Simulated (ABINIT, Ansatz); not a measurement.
## H6PbCNCl3 (Pm): bands and cutoff in G0W0 with ABINIT

What does each rung of G0W0 on H6PbCNCl3 (Pm) cost, and what does it buy?

Program: ABINIT 10.8.3. Level of theory: PBEsol and many-body steps on it, plane waves. Results are calculated unless marked as measured.

## 1. Set-up

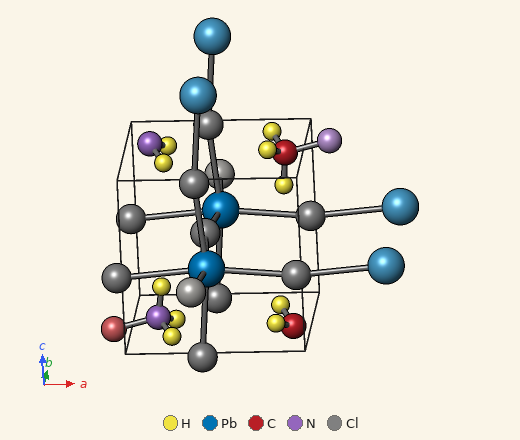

The starting structure, seen slightly off an axis (hydrogen yellow, lead blue, carbon red, nitrogen purple, chlorine grey). Some periodic images of atoms are drawn too.

The cell and positions are those that the Materials Project relaxed with its own functionals (PBE, PBE+U or r2SCAN), kept fixed. Spin-orbit coupling is left out unless a step names it.

## 2. Empty states on the mesh, 2×2×2 mesh, 668 bands

This step: ABINIT 10.8.3; DFT, PBEsol, plane waves, norm-conserving pseudopotentials.

The sums over transitions need many empty states on a uniform mesh; this step solves for them.

run.abi

```
acell 3*1.0 Angstrom
rprim 
  5.752832000000 0.000000000000 0.000000000000
  0.000000000000 5.764671000000 0.000000000000
  -0.002604000000 0.000000000000 5.855201000000
ntypat 5
znucl 1 82 6 7 17
natom 12
typat 1 1 1 1 1 1 2 3 4 5 5 5
xred 
  0.879476000000 0.500000000000 0.790423000000
  0.813252000000 0.344072000000 0.047387000000
  0.813252000000 0.655928000000 0.047387000000
  0.229661000000 0.354316000000 0.978538000000
  0.229661000000 0.645684000000 0.978538000000
  0.170957000000 0.500000000000 0.216412000000
  0.473988000000 0.000000000000 0.483874000000
  0.894268000000 0.500000000000 0.976848000000
  0.144932000000 0.500000000000 0.040731000000
  0.427891000000 0.000000000000 0.975558000000
  0.429192000000 0.500000000000 0.520036000000
  0.971826000000 0.000000000000 0.439660000000
pp_dirpath "pseudos"
pseudos "H.upf, Pb.upf, C.upf, N.upf, Cl.upf"
ecut 37
ngkpt 2 2 2
nshiftk 1
shiftk 0 0 0
kptopt 1
chksymbreak 0
iscf -2
irdden 1
istwfk *1
nband 668
nbdbuf 60
tolwfr 1e-09
nstep 60
prtvol 0
indata_prefix "in"
outdata_prefix "out"
tmpdata_prefix "tmp"
```

Command:

```console
> OMP_NUM_THREADS=1 mpirun -n 16 abinit run.abi > log
```

Numbers of over 12 decimals in the logs are rounded to 6 here.

What it wrote:

```text
.Version 10.8.3 of ABINIT. v10.8.2 released Aug 2026.

 Symmetries : space group Pm (#  6); Bravais mP (primitive monocl.)
[... echo of the input left out ...]
== DATASET  1 ==================================================================
-   mpi_nproc: 16, omp_nthreads: 1 (-1 if OMP is not activated)
-    --> not optimal distribution: autoparal keyword recommended in input file <--

--- !DatasetInfo
iteration_state: {dtset: 1, }
dimensions: {natom: 12, nkpt: 8, mband: 668, nsppol: 1, nspinor: 1, nspden: 1, mpw: 14134, }
cutoff_energies: {ecut:  37.0, pawecutdg:  -1.0, }
[...]
4.43803    4.44062    4.44105    4.44903    4.46165    4.46708    4.47156    4.47639
   4.47711    4.47887    4.48940    4.49028    4.49137    4.49794    4.50256    4.51573
   4.51947    4.52353    4.52918    4.53495
 prteigrs : prtvol=0 or 1, do not print more k-points.

== END DATASET(S) ==============================================================
================================================================================

 -outvars: echo values of variables after computation  --------
            nband         668
             nkpt           8
          spgroup           6
 [... the other variables as echoed above ...]

 Calculation completed.
```

Run time: 28 min. Hardware: 16 MPI ranks of Intel Xeon Platinum 8259CL at 2.50GHz (Skylake/Cascade Lake), shared host; peak memory 2.9 GiB.

This step gave:

```yaml
gap: 2.463 eV
k_of_the_valence_top: 0.5, 0.5, 0.5
k_of_the_conduction_bottom: 0.5, 0.5, 0.5
least_direct_gap: 2.463 eV
k_points_computed: 8
lowest_point_of_the_top_converged_band_above_the_valence_top: 114.1093 eV
```

On this mesh the gap is 2.463 eV.

The density comes from a self-consistent run that is not shown.

## 3. Screening, 2×2×2 mesh, 101 bands, screening to 76.2 eV

The RPA dielectric matrix is built and inverted for each q.

This step: RPA screening on PBEsol, plane waves, norm-conserving pseudopotentials.

run.abi, as its differences from that of step 2:

```diff
@@ -30,10 +30,11 @@
 chksymbreak 0
-iscf -2
-irdden 1
 istwfk *1
-nband 668
-nbdbuf 60
-tolwfr 1e-09
-nstep 60
-prtvol 0
+occopt 1
+irdwfk 1
+optdriver 3
+nband 101
+ecuteps 2.8
+inclvkb 2
+awtr 1
+symchi 1
 indata_prefix "in"
```

What it wrote:

```text
.Version 10.8.3 of ABINIT. v10.8.2 released Aug 2026.

 Symmetries : space group Pm (#  6); Bravais mP (primitive monocl.)
[... echo of the input left out ...]
== DATASET  1 ==================================================================
-   mpi_nproc: 16, omp_nthreads: 1 (-1 if OMP is not activated)

--- !DatasetInfo
iteration_state: {dtset: 1, }
dimensions: {natom: 12, nkpt: 8, mband: 101, nsppol: 1, nspinor: 1, nspden: 1, mpw: 14134, }
cutoff_energies: {ecut:  37.0, pawecutdg:  -1.0, }
electrons: {nelect:   5.80000000E+01, charge:   0.00000000E+00, occopt:   1.00000000E+00, tsmear:   1.00000000E-02, }

 SCREENING: Calculation of the susceptibility and dielectric matrices

 Based on a program developped by R.W. Godby, V. Olevano, G. Onida, and L. Reining.
 Incorporated in ABINIT by V. Olevano, G.-M. Rignanese, and M. Torrent.
.Using double precision arithmetic ; gwpc =  8

[... cell and pseudopotentials left out ...]
--------------------------------------------------------------------------------

 ==== K-mesh for the wavefunctions ====
 Number of points in the irreducible wedge :     8
[... list of points left out ...]
 Together with  2 symmetry operations and time-reversal symmetry
 yields     8 points in the full Brillouin Zone.

 ==== Q-mesh for the screening function ====
 Number of points in the irreducible wedge :     8
[... list of points left out ...]
 Together with  2 symmetry operations and time-reversal symmetry
 yields     8 points in the full Brillouin Zone.

 setmesh: FFT mesh size selected  =    40x   40x   40
          total number of points  =        64000

 vcoul_init : cutoff-mode = AUXILIARY_FUNCTION
 q-points for optical limit:   1
     1)      0.000010    0.000020    0.000030

- screening: taking advantage of time-reversal symmetry
- Maximum band index for partially occupied states nbvw = 29
- Remaining bands to be divided among processors   nbcw = 72
- Number of bands treated by each node ~4

 Number of electrons calculated from density =   58.0000; Expected =   58.0000
 average of density, n =  0.044262
 r_s =    1.7537
 omega_plasma =   20.2942 [eV]

 calculating chi0 at frequencies [eV] :
  1    0.000000E+00    0.000000E+00
  2    0.000000E+00    2.029422E+01

--------------------------------------------------------------------------------
  q-point number  1        q = ( 0.000000, 0.000000, 0.000000) [r.l.u.]
--------------------------------------------------------------------------------
[... chi0 elements left out ...]
 For q-point:  0.000010 0.000020 0.000030
  dielectric constant =   4.8860
  dielectric constant without local fields =   5.5670

  Average fulfillment of the sum rule on Im[epsilon] for q-point    1 :     45.57  [%]
[... wings left out ...]
  q-point number  2        q = ( 0.500000, 0.000000, 0.000000) [r.l.u.]
--------------------------------------------------------------------------------
[... chi0 elements left out ...]
  Average fulfillment of the sum rule on Im[epsilon] for q-point    2 :     53.51  [%]

 [... 6 further q-points ...]
```

It took 51 s on 16 MPI ranks; peak memory 8.2 GiB.

This step gave:

```yaml
eps_infinity_with_local_fields_on_this_mesh_along_the_program_s_q_direction: 4.886
the_same_without_local_fields: 5.567
plasma_frequency: 20.29 eV
plane_waves_in_the_screening_matrix: 273
```

Local fields lower ε∞ by 12 %. On a Γ-centred mesh this coarse the value itself is usually too large, while a short band sum pulls it down.

## 4. 101 bands, 76.2 eV

The self-energy is evaluated for the states that the input lists, and the levels follow from it, in one-shot runs by the linearised quasiparticle equation.

This step: G0W0 on PBEsol, plane waves, norm-conserving pseudopotentials.

run.abi, as its differences from that of step 3:

```diff
@@ -33,8 +33,17 @@
 irdwfk 1
-optdriver 3
+optdriver 4
 nband 101
+gwcalctyp 0
+ecutsigx 37
+symsigma 1
+nkptgw 2
+kptgw 
+  0.5000000000 0.5000000000 0.5000000000
+  0.0000000000 0.0000000000 0.0000000000
+bdgw 
+  28 31
+  28 31
 ecuteps 2.8
-inclvkb 2
-awtr 1
-symchi 1
+irdscr 1
+ppmodel 1
 indata_prefix "in"
```

What it wrote:

```text
.Version 10.8.3 of ABINIT. v10.8.2 released Aug 2026.

 Symmetries : space group Pm (#  6); Bravais mP (primitive monocl.)
[... echo of the input left out ...]
== DATASET  1 ==================================================================
-   mpi_nproc: 16, omp_nthreads: 1 (-1 if OMP is not activated)

--- !DatasetInfo
iteration_state: {dtset: 1, }
dimensions: {natom: 12, nkpt: 8, mband: 101, nsppol: 1, nspinor: 1, nspden: 1, mpw: 14134, }
cutoff_energies: {ecut:  37.0, pawecutdg:  -1.0, }
electrons: {nelect:   5.80000000E+01, charge:   0.00000000E+00, occopt:   1.00000000E+00, tsmear:   1.00000000E-02, }

 SIGMA: Calculation of the GW corrections

 Based on a program developped by R.W. Godby, V. Olevano, G. Onida, and L. Reining.
 Incorporated in ABINIT by V. Olevano, G.-M. Rignanese, and M. Torrent.
.Using double precision arithmetic ; gwpc =  8

[... cell and pseudopotentials left out ...]
--------------------------------------------------------------------------------

 ==== K-mesh for the wavefunctions ====
 Number of points in the irreducible wedge :     8
[... list of points left out ...]
 Together with  2 symmetry operations and time-reversal symmetry
 yields     8 points in the full Brillouin Zone.

 ==== Q-mesh for screening function ====
 Number of points in the irreducible wedge :     8
[... list of points left out ...]
 Together with  2 symmetry operations and time-reversal symmetry
 yields     8 points in the full Brillouin Zone.

 vcoul_init : cutoff-mode = AUXILIARY_FUNCTION
 q-points for optical limit:   1
     1)      0.000010    0.000020    0.000030
 setmesh: FFT mesh size selected  =    60x   60x   64
          total number of points  =       230400

 Number of electrons calculated from density =   58.0000; Expected =   58.0000
 average of density, n =  0.044262
 r_s =    1.7537
 omega_plasma =   20.2942 [eV]

 === KS Band Gaps ===
  >>>> For spin  1
   Minimum direct gap =   2.4631 [eV], located at k-point      :   0.5000  0.5000  0.5000
   Fundamental gap    =   2.4631 [eV], Top of valence bands at :   0.5000  0.5000  0.5000
                                       Bottom of conduction at :   0.5000  0.5000  0.5000
 SIGMA fundamental parameters:
 PLASMON POLE MODEL  1
 number of plane-waves for SigmaX                14083
 number of plane-waves for SigmaC and W            273
 number of plane-waves for wavefunctions         14083
 number of bands                                   101
 number of independent spin polarizations            1
 number of spinorial components                      1
 number of k-points in IBZ                           8
 number of q-points in IBZ                           8
 number of symmetry operations                       2
 number of k-points in BZ                            8
 number of q-points in BZ                            8
 number of frequencies for dSigma/dE                 9
 frequency step for dSigma/dE [eV]                0.25
 number of omega for Sigma on real axis              0
 max omega for Sigma on real axis  [eV]           0.00
 zcut for avoiding poles [eV]                     0.10

 EPSILON^-1 parameters (SCR file):
 dimension of the eps^-1 matrix on file            273
 dimension of the eps^-1 matrix used               273
 number of plane-waves for wavefunctions         14083
 number of bands                                   101
 number of q-points in IBZ                           8
 number of frequencies                               2
 number of real frequencies                          1
 number of imag frequencies                          1

 matrix elements of self-energy operator (all in [eV])

 Perturbative Calculation

--- !SelfEnergy_ee
iteration_state: {dtset: 1, }
kpoint     : [   0.500,    0.500,    0.500, ]
spin       : 1
KS_gap     :    2.463
QP_gap     :    4.057
Delta_QP_KS:    1.594
data: !SigmaeeData |
     Band     E0 <VxcDFT>   SigX SigC(E0)      Z dSigC/dE  Sig(E)    E-E0       E
       28  -0.548 -13.932 -18.306   3.301   0.777  -0.286 -14.766  -0.834  -1.382
       29   0.627 -15.051 -17.601   2.224   0.799  -0.252 -15.311  -0.260   0.368
       30   3.091 -10.596  -6.392  -2.590   0.826  -0.210  -9.262   1.334   4.424
       31   3.113 -10.532  -6.307  -2.603   0.827  -0.209  -9.189   1.342   4.456

--- !SelfEnergy_ee
iteration_state: {dtset: 1, }
kpoint     : [   0.000,    0.000,    0.000, ]
spin       : 1
KS_gap     :    5.799
QP_gap     :    7.582
Delta_QP_KS:    1.783
data: !SigmaeeData |
     Band     E0 <VxcDFT>   SigX SigC(E0)      Z dSigC/dE  Sig(E)    E-E0       E
       28  -0.725 -13.651 -18.066   3.314   0.776  -0.289 -14.505  -0.854  -1.578
       29  -0.698 -13.665 -18.067   3.321   0.776  -0.289 -14.503  -0.839  -1.537
       30   5.101  -7.648  -3.631  -2.902   0.846  -0.182  -6.704   0.944   6.045
       31   6.045 -11.497  -6.923  -2.815   0.810  -0.234 -10.071   1.426   7.471

== END DATASET(S) ==============================================================
================================================================================

 -outvars: echo values of variables after computation  --------
           etotal      0.0000000000E+00
            nband         101
             nkpt           8
          spgroup           6
 [... the other variables as echoed above ...]

 Calculation completed.
```

Wall time 9.7 s (16 MPI ranks); peak memory 3.8 GiB.

Numbers from this step:

```
G0W0 gap on the points computed              : 4.056 eV
starting gap on the mesh                     : 2.463 eV
k of the valence top                         : 0.5, 0.5, 0.5
k of the conduction bottom                   : 0.5, 0.5, 0.5
Z at the valence top                         : 0.799
Z at the conduction bottom                   : 0.826
least direct G0W0 gap on the computed points : 4.056 eV
```

The gap on the mesh goes from 2.46 eV to 4.06 eV, a correction of +1.59 eV.

## 5. Screening, 2×2×2 mesh, 265 bands, screening to 141.5 eV

This step: RPA screening on PBEsol, plane waves, norm-conserving pseudopotentials.

run.abi, as its differences from that of step 4:

```diff
@@ -33,17 +33,8 @@
 irdwfk 1
-optdriver 4
-nband 101
-gwcalctyp 0
-ecutsigx 37
-symsigma 1
-nkptgw 2
-kptgw 
-  0.5000000000 0.5000000000 0.5000000000
-  0.0000000000 0.0000000000 0.0000000000
-bdgw 
-  28 31
-  28 31
-ecuteps 2.8
-irdscr 1
-ppmodel 1
+optdriver 3
+nband 265
+ecuteps 5.2
+inclvkb 2
+awtr 1
+symchi 1
 indata_prefix "in"
```

What it wrote:

```text
.Version 10.8.3 of ABINIT. v10.8.2 released Aug 2026.

 Symmetries : space group Pm (#  6); Bravais mP (primitive monocl.)
[... echo of the input left out ...]
== DATASET  1 ==================================================================
-   mpi_nproc: 16, omp_nthreads: 1 (-1 if OMP is not activated)

--- !DatasetInfo
iteration_state: {dtset: 1, }
dimensions: {natom: 12, nkpt: 8, mband: 265, nsppol: 1, nspinor: 1, nspden: 1, mpw: 14134, }
cutoff_energies: {ecut:  37.0, pawecutdg:  -1.0, }
electrons: {nelect:   5.80000000E+01, charge:   0.00000000E+00, occopt:   1.00000000E+00, tsmear:   1.00000000E-02, }

 SCREENING: Calculation of the susceptibility and dielectric matrices

 Based on a program developped by R.W. Godby, V. Olevano, G. Onida, and L. Reining.
 Incorporated in ABINIT by V. Olevano, G.-M. Rignanese, and M. Torrent.
.Using double precision arithmetic ; gwpc =  8

[... cell and pseudopotentials left out ...]
--------------------------------------------------------------------------------

 ==== K-mesh for the wavefunctions ====
 Number of points in the irreducible wedge :     8
[... list of points left out ...]
 Together with  2 symmetry operations and time-reversal symmetry
 yields     8 points in the full Brillouin Zone.

 ==== Q-mesh for the screening function ====
 Number of points in the irreducible wedge :     8
[... list of points left out ...]
 Together with  2 symmetry operations and time-reversal symmetry
 yields     8 points in the full Brillouin Zone.

 setmesh: FFT mesh size selected  =    45x   45x   45
          total number of points  =        91125

 vcoul_init : cutoff-mode = AUXILIARY_FUNCTION
 q-points for optical limit:   1
     1)      0.000010    0.000020    0.000030

- screening: taking advantage of time-reversal symmetry
- Maximum band index for partially occupied states nbvw = 29
- Remaining bands to be divided among processors   nbcw = 236
- Number of bands treated by each node ~14

 Number of electrons calculated from density =   58.0000; Expected =   58.0000
 average of density, n =  0.044262
 r_s =    1.7537
 omega_plasma =   20.2942 [eV]

 calculating chi0 at frequencies [eV] :
  1    0.000000E+00    0.000000E+00
  2    0.000000E+00    2.029422E+01

--------------------------------------------------------------------------------
  q-point number  1        q = ( 0.000000, 0.000000, 0.000000) [r.l.u.]
--------------------------------------------------------------------------------
[... chi0 elements left out ...]
 For q-point:  0.000010 0.000020 0.000030
  dielectric constant =   4.8758
  dielectric constant without local fields =   5.5952

  Average fulfillment of the sum rule on Im[epsilon] for q-point    1 :     71.96  [%]
[... wings left out ...]
  q-point number  2        q = ( 0.500000, 0.000000, 0.000000) [r.l.u.]
--------------------------------------------------------------------------------
[... chi0 elements left out ...]
  Average fulfillment of the sum rule on Im[epsilon] for q-point    2 :     76.67  [%]

 [... 6 further q-points ...]
```

Run time: 4 min. Hardware: 16 MPI ranks; peak memory 13 GiB.

This step gave:

```yaml
eps_infinity_with_local_fields_on_this_mesh_along_the_program_s_q_direction: 4.876
the_same_without_local_fields: 5.595
plasma_frequency: 20.29 eV
plane_waves_in_the_screening_matrix: 739
```

(Part 1 of 2 ends here.)

[Paths, hosts, dates, memory and timing lines, banners, echoed tables and standing remarks are left out of the program output.]

[Logs are printed without paths, hosts, clocks, repeated set-up lines and the standing remarks that a program may print on its own settings, such as how far it seeks lower states.]

[Runs of the session that timed out or met a known fault of the program may be left out.]

[Hosts, paths, dates, database ids (printed as entryN), source tags and the programs' standing remarks are cut or masked in the printed files.]

[G0W0 gaps are taken among the corrected bands and points alone; a level outside them can change the order at an edge.]

[Where Ansatz stands beside ABINIT at settings called matched, ABINIT's density can come from a denser mesh and the files from another edition; pairs whose starting gaps differed by over 0.03 eV were left out, so agreement reads better than it is.]
